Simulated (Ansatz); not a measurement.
Fields on a plane of MnSi (FeSi type, space group P2_13)

```xyz
8
Lattice="4.5182 0.0000 0.0000 0.0000 4.5182 0.0000 0.0000 0.0000 4.5182" Properties=species:S:1:pos:R:3 pbc="T T T"
Mn     0.6164     0.6164     0.6164
Mn     2.8755     1.6427     3.9018
Mn     3.9018     2.8755     1.6427
Mn     1.6427     3.9018     2.8755
Si     3.8187     3.8187     3.8187
Si     1.5596     2.9587     0.6996
Si     0.6996     1.5596     2.9587
Si     2.9587     0.6996     1.5596
```

The slice is a {110} plane (indices of the conventional cell) through the point (0.636, 0.364, 0.864) (fractional), spanned by u = [100] and v = [011] in vectors of this cell: u (4.52 Å) and v (6.39 Å, at 90° to u). It covers one period; positions are fractions (u, v).

Atoms on it: Mn at (0.00, 0.00); Si at (0.71, 0.29). Other atoms lie within 1 Å of the plane.

All values below come from PBE (plane waves to 420 eV, PAW, scalar-relativistic; Ansatz, a first-principles code). k mesh 10×10×10. Near the nuclei the fields are pseudised (PAW); where an atom keeps semicore shells as valence, they peak there. MnSi was relaxed with its symmetry unable to fall. Relaxed MnSi ends ferromagnetic. The PAW data are Ansatz's earlier set. The magnetic order is the one the run started from; other orders were not tried.

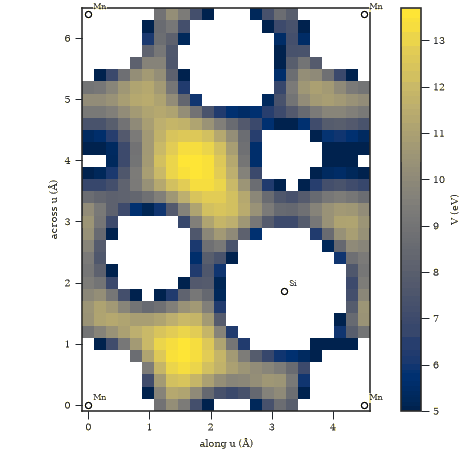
Electrostatic potential energy of an electron, from the cell's mean, in eV, one period of the plane, atoms marked. Points within 1 Å of a nucleus are left white, as the pseudised field means little there. Values under 5 eV are set to 5. The zero, the cell's mean, hangs on the PAW cores.

| v \ u | 0.00 | 0.13 | 0.26 | 0.39 | 0.52 | 0.65 | 0.78 | 0.91 |
|---|---|---|---|---|---|---|---|---|
| 0.88 | 0.03 | 0.03 | 0.00 | -0.01 | -0.01 | -0.02 | 0.01 | 0.02 |
| 0.75 | -0.01 | -0.01 | 0.00 | 0.00 | 0.01 | 0.03 | 0.02 | 0.00 |
| 0.62 | -0.01 | -0.01 | 0.00 | -0.01 | 0.00 | 0.01 | 0.04 | 0.00 |
| 0.50 | -0.01 | 0.02 | 0.04 | 0.00 | -0.01 | 0.01 | 0.01 | -0.01 |
| 0.38 | 0.00 | 0.06 | 0.03 | 0.03 | -0.01 | -0.01 | -0.01 | -0.01 |
| 0.25 | -0.01 | 0.00 | 0.02 | 0.01 | 0.00 | -0.01 | -0.01 | -0.01 |
| 0.12 | 0.03 | 0.02 | 0.00 | -0.01 | 0.00 | -0.01 | 0.00 | 0.05 |
| 0.00 | 2.33 | 0.41 | 0.02 | -0.01 | 0.00 | 0.00 | 0.06 | 0.92 |

Values: spin density, up minus down in e/Å³. 

The density on the Mn–Si line (2.28 Å) at its midpoint is 0.52 e/Å³. The ELF at that point comes out as 0.5. ELF maximum in the middle third of the Mn–Si line: 0.67, 1.4 Å from Mn.
